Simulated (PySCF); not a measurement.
## Electronic structure of C$_{3}$H$_{7}$BO$_{3}$Si (SMILES OB(O)C1=CO[SiH2]C1) in real space

```yaml
atoms:
  - { symbol: O, position_ang: [2.7271, 0.8376, 0.2703] }
  - { symbol: B, position_ang: [1.7920, -0.1316, 0.0371] }
  - { symbol: O, position_ang: [2.2401, -1.3844, -0.2023] }
  - { symbol: C, position_ang: [0.2499, 0.1264, 0.0332] }
  - { symbol: C, position_ang: [-0.3430, 1.3014, 0.2471] }
  - { symbol: O, position_ang: [-1.6996, 1.3888, 0.2139] }
  - { symbol: Si, position_ang: [-2.4116, -0.0732, -0.1036] }
  - { symbol: C, position_ang: [-0.7439, -0.9863, -0.2295] }
  - { symbol: H, position_ang: [2.3938, 1.7155, 0.4384] }
  - { symbol: H, position_ang: [3.1950, -1.4570, -0.1796] }
  - { symbol: H, position_ang: [0.1396, 2.2456, 0.4559] }
  - { symbol: H, position_ang: [-3.1591, 0.0638, -1.3495] }
  - { symbol: H, position_ang: [-3.2376, -0.4241, 1.0475] }
  - { symbol: H, position_ang: [-0.6045, -1.7816, 0.5017] }
  - { symbol: H, position_ang: [-0.5428, -1.4330, -1.2025] }
```

Geometry: GFN2-xTB.

These are results of PBE0/pcSseg-1, SCF density, gas phase, non-relativistic (PySCF), not measurements.

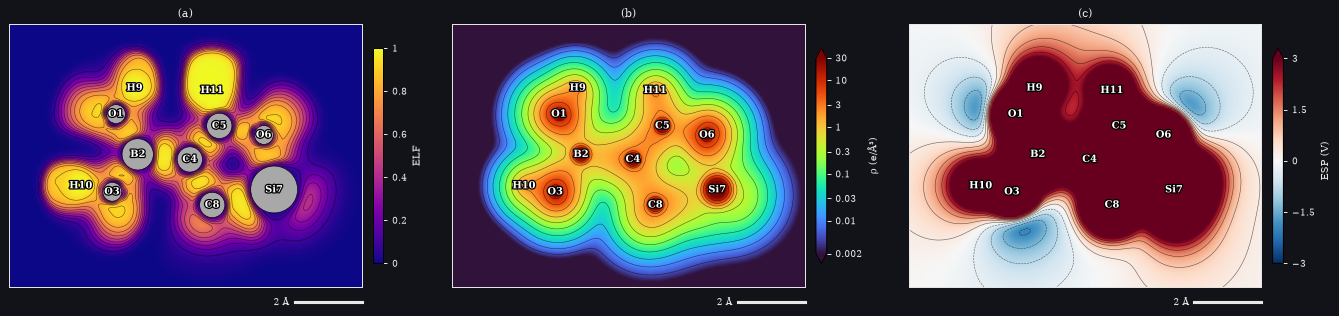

Figure 1. (a) ELF; (b) total electron density; (c) molecular electrostatic potential on the plane of atoms O6, Si7 and C8. Grey discs cover the atomic cores in the ELF map.

Describe what can be read from this map.

The plane passes through O, B, C, Si and H nuclei.
C–C (1.33 Å): the density is about 2.3 e/Å³ at the midpoint; the ELF peaks at about 0.95 between the atoms; a short, multiple covalent bond.
B–O (1.35 Å): ρ is about 2.2 e/Å³ halfway; the ELF peaks at about 0.90 between the atoms; a short, strongly polar bond.
C–O (1.36 Å): ρ at the midpoint is about 2.3 e/Å³, with its minimum of 2 e/Å³ about 0.5 Å from C; the ELF peaks at about 0.90 between the atoms, as expected for a shared but strongly polarised pair.
C–B (1.56 Å): ρ at the midpoint is about 1.4 e/Å³; the ELF peaks at about 1 between the atoms, as expected for a covalent bond.
Si–O (1.66 Å): ρ is about 1.1 e/Å³ halfway; the ELF peaks at about 0.90 between the atoms: a shared but strongly polarised pair.
The ELF also peaks beside O3, O6 and O1, away from the bonds: lone-pair regions.
Outside the dense part of the molecule the potential is most negative (−2.0 V) near O3.

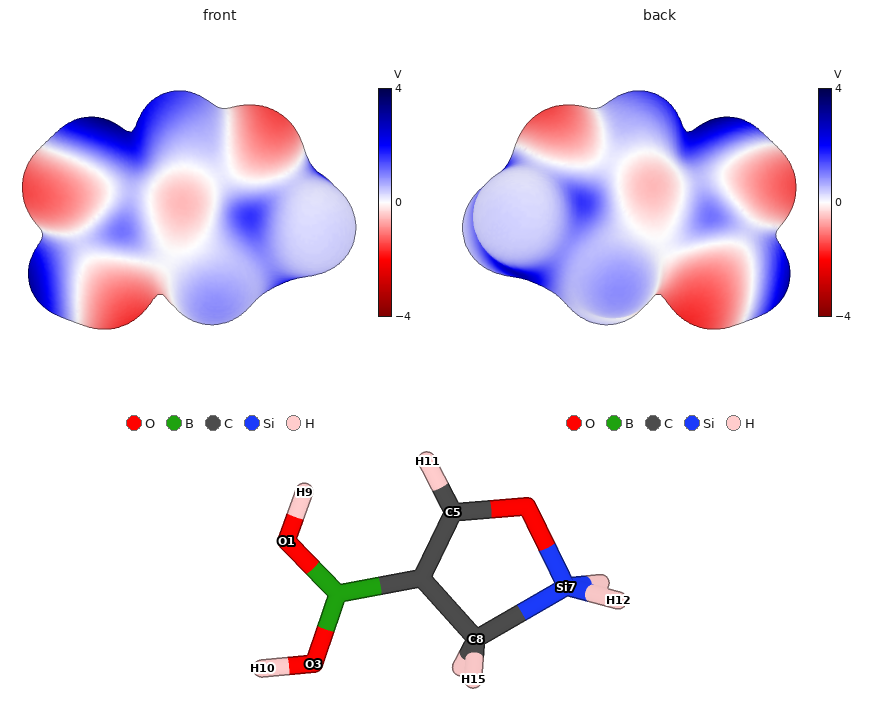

Figure 2. The electrostatic potential painted on the density surface at 0.004 e/bohr³, seen from the front and from behind; the colour scale runs from red (negative) to blue (positive). The bare structure is drawn below in the same view.

Describe the electrostatic potential map.

The most negative region (about −1.6 V) lies over O3, the most positive (about +3.3 V) over H9. O3 is the likeliest acceptor of a hydrogen bond.

What dipole moment does the calculation give?

Its dipole moment is 0.25 D.
